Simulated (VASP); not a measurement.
Band structure of RbCl (rock salt). Method: PBE GGA, VASP's PBE PAW potentials (set 64) (plane waves; VASP).

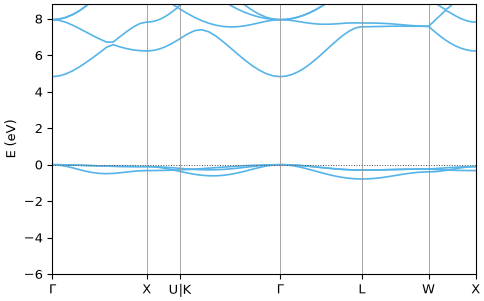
*Bands along high-symmetry lines, zero at the valence-band maximum or, without a gap, the Fermi level*

Read the plot: is there a gap, and where are the band edges?

The gap is direct, 4.83 eV, from the valence maximum at Γ to the conduction minimum at Γ. (Edges off the drawn lines would not show.)

Measured: gap 8.50 eV (computed value off by -3.67 eV), as given by Aguado et al., (1998), arXiv:cond-mat/9809176.

The compound is RbCl in the rock salt structure. It was relaxed first, which changed the volume by +6 %.
